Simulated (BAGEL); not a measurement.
# HF/3-21G (density fitting with qzvpp-jkfit) run of SiNH4Se− (SMILES N[SiH2][Se-])

What is the energy change on altering one bond length of SiNH4Se− at HF/3-21G (density fitting with qzvpp-jkfit)? 

Program for the calculation: BAGEL 1.2.2.

2 further runs of the same task are left out: 1 that didn't finish, 1 set aside as unsound or not needed. Runs told in other sessions of the task aren't counted.

## Step 1: The system as given

SiNH4Se−: 7 atoms, total charge -1, spin state singlet. As SMILES, `N[SiH2][Se-]`. The shape comes from GFN2-xTB, which is rough for such elements, and wasn't checked as a minimum. This is one conformer, not always the lowest.

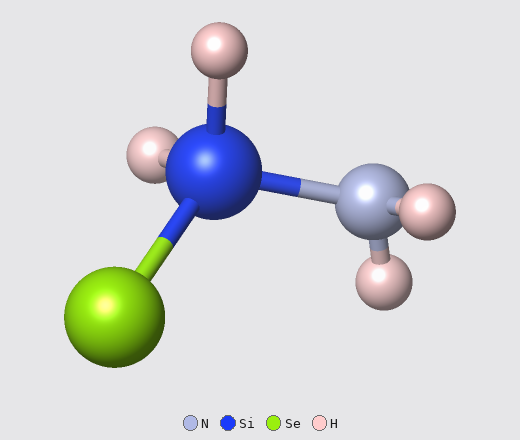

The structure, seen from a chosen angle (nitrogen light blue, silicon blue, selenium green, hydrogen pink).

## Step 2: The energy at HF/3-21G (density fitting with qzvpp-jkfit)

input.json

```json
{ "bagel" : [

{
  "title" : "molecule",
  "basis" : "3-21g",
  "df_basis" : "qzvpp-jkfit",
  "angstrom" : "true",
  "geometry" : [
    { "atom" : "N", "xyz" : [      -0.999460,      -0.500240,      -0.239830 ] },
    { "atom" : "Si", "xyz" : [       0.556530,       0.051000,       0.338670 ] },
    { "atom" : "Se", "xyz" : [       1.408250,       1.813780,      -0.659410 ] },
    { "atom" : "H", "xyz" : [      -0.975520,      -0.759890,      -1.215950 ] },
    { "atom" : "H", "xyz" : [      -1.715490,       0.206430,      -0.145920 ] },
    { "atom" : "H", "xyz" : [       0.313090,       0.310790,       1.757030 ] },
    { "atom" : "H", "xyz" : [       1.412600,      -1.121870,       0.165420 ] }
  ]
},

{ "title" : "hf", "charge" : -1 },

{ "title" : "print", "file" : "orbitals.molden", "orbitals" : "true" }

]}
```

Command:

```
$ BAGEL_NUM_THREADS=1 BAGEL input.json > input.out
```

What it wrote:

```text
* using 1 threads per process

  ===============================================================
  ===============================================================

  *** Geometry ***

  { "atom" : "N", "xyz" : [     -1.888706,     -0.945317,     -0.453213 ] },
  { "atom" : "Si", "xyz" : [      1.051689,      0.096376,      0.639994 ] },
  { "atom" : "Se", "xyz" : [      2.661207,      3.427547,     -1.246104 ] },
  { "atom" : "H", "xyz" : [     -1.843466,     -1.435984,     -2.297812 ] },
  { "atom" : "H", "xyz" : [     -3.241806,      0.390096,     -0.275749 ] },
  { "atom" : "H", "xyz" : [      0.591654,      0.587308,      3.320305 ] },
  { "atom" : "H", "xyz" : [      2.669427,     -2.120027,      0.312598 ] },

  Number of auxiliary basis functions:      543

  Since a DF basis is specified, we compute 2- and 3-index integrals:
    o Being stored without compression. Storage requirement is 0.012 GB

  Number of basis functions:       52
  Number of electrons      :       59

    * METHOD: MOLECULE                             0.24

  *** RHF ***

  === Nuclear Repulsion ===
   231.6280829723

      * DIIS with orbital gradients will be used.

  === RHF iteration (3-21g) ===
      0      -2732.29334438          0.02098664           0.06
      1      -2732.38080738          0.00999210           0.05
      2      -2732.40154824          0.00112623           0.05
      3      -2732.40203330          0.00026091           0.05
      4      -2732.40208531          0.00008031           0.05
      5      -2732.40209170          0.00001800           0.05
      6      -2732.40209204          0.00000371           0.05
      7      -2732.40209206          0.00000095           0.05
      8      -2732.40209206          0.00000024           0.05
      9      -2732.40209206          0.00000007           0.05
     10      -2732.40209206          0.00000003           0.05
     11      -2732.40209206          0.00000001           0.05
    * SCF iteration converged.

    * Permanent dipole moment:
           (    0.779894,     0.397233,     0.182881) a.u.

    * METHOD: HF                                   0.79

    * METHOD: PRINT                                0.01

  ===============================================================
```

Run time: 1.2 s. Hardware: 1 thread of Arm Neoverse V1, shared host; peak memory 0.095 GiB.

## Step 3: The distorted shape, same level

calc.json

```json
{ "bagel" : [

{
  "title" : "molecule",
  "basis" : "3-21g",
  "df_basis" : "qzvpp-jkfit",
  "angstrom" : "true",
  "geometry" : [
    { "atom" : "N", "xyz" : [   -1.427472,    0.086163,   -0.153210 ] },
    { "atom" : "Si", "xyz" : [    0.128518,    0.637403,    0.425290 ] },
    { "atom" : "Se", "xyz" : [    0.980238,    2.400183,   -0.572790 ] },
    { "atom" : "H", "xyz" : [   -1.403532,   -0.173487,   -1.129330 ] },
    { "atom" : "H", "xyz" : [   -2.143502,    0.792833,   -0.059300 ] },
    { "atom" : "H", "xyz" : [   -0.114922,    0.897193,    1.843650 ] },
    { "atom" : "H", "xyz" : [    1.412600,   -1.121870,    0.165420 ] }
  ]
},
{ "title" : "hf", "charge" : -1 },
{ "title" : "print", "file" : "orbitals.molden", "orbitals" : "true" }

]}
```

Command:

```
$ BAGEL_NUM_THREADS=1 BAGEL calc.json > calc.out
```

What it wrote:

```text
* using 1 threads per process

  ===============================================================
  ===============================================================

  *** Geometry ***

  { "atom" : "N", "xyz" : [     -2.697531,      0.162824,     -0.289525 ] },
  { "atom" : "Si", "xyz" : [      0.242864,      1.204517,      0.803682 ] },
  { "atom" : "Se", "xyz" : [      1.852381,      4.535689,     -1.082416 ] },
  { "atom" : "H", "xyz" : [     -2.652291,     -0.327843,     -2.134124 ] },
  { "atom" : "H", "xyz" : [     -4.050632,      1.498237,     -0.112061 ] },
  { "atom" : "H", "xyz" : [     -0.217171,      1.695449,      3.483994 ] },
  { "atom" : "H", "xyz" : [      2.669427,     -2.120027,      0.312598 ] },

  Number of auxiliary basis functions:      543

  Since a DF basis is specified, we compute 2- and 3-index integrals:
    o Being stored without compression. Storage requirement is 0.012 GB

  Number of basis functions:       52
  Number of electrons      :       59

    * METHOD: MOLECULE                             0.24

  *** RHF ***

  === Nuclear Repulsion ===
   228.6324288511

      * DIIS with orbital gradients will be used.

  === RHF iteration (3-21g) ===
      0      -2732.23838108          0.02069424           0.06
      1      -2732.32295284          0.00997450           0.05
      2      -2732.34393438          0.00111480           0.05
      3      -2732.34447433          0.00028510           0.05
      4      -2732.34453296          0.00008845           0.05
      5      -2732.34454174          0.00002105           0.05
      6      -2732.34454226          0.00000468           0.05
      7      -2732.34454229          0.00000102           0.05
      8      -2732.34454229          0.00000032           0.05
      9      -2732.34454229          0.00000013           0.05
     10      -2732.34454229          0.00000005           0.05
     11      -2732.34454229          0.00000001           0.05
     12      -2732.34454229          0.00000001           0.05
    * SCF iteration converged.

    * Permanent dipole moment:
           (    1.240602,    -0.470584,     0.204145) a.u.

    * METHOD: HF                                   0.87

    * METHOD: PRINT                                0.01

  ===============================================================
```

Run time: 1.2 s. Hardware: 1 thread of Arm Neoverse V1, shared host; peak memory 0.095 GiB.

## Step 4: Results

Level: HF/3-21G (density fitting with qzvpp-jkfit).

```
                                                              quantity           value
                                             first shape: total energy  -2732.40209 Eh
                                              first shape: HOMO energy        -2.35 eV
                                              first shape: LUMO energy         9.90 eV
    first shape: HOMO–LUMO gap (to an unbound level, set by the basis)        12.25 eV
                                         distorted shape: total energy  -2732.34454 Eh
                                          distorted shape: HOMO energy        -2.70 eV
                                          distorted shape: LUMO energy         7.98 eV
distorted shape: HOMO–LUMO gap (to an unbound level, set by the basis)        10.68 eV
    energy change with the Si2–H7 bond stretched from 1.462 to 2.193 Å        1.566 eV
```

**Reading.** With the Si2–H7 bond stretched from 1.462 to 2.193 Å the energy rises by 1.57 eV (151 kJ/mol). The first shape isn't relaxed at this level, so the change isn't measured from a minimum.
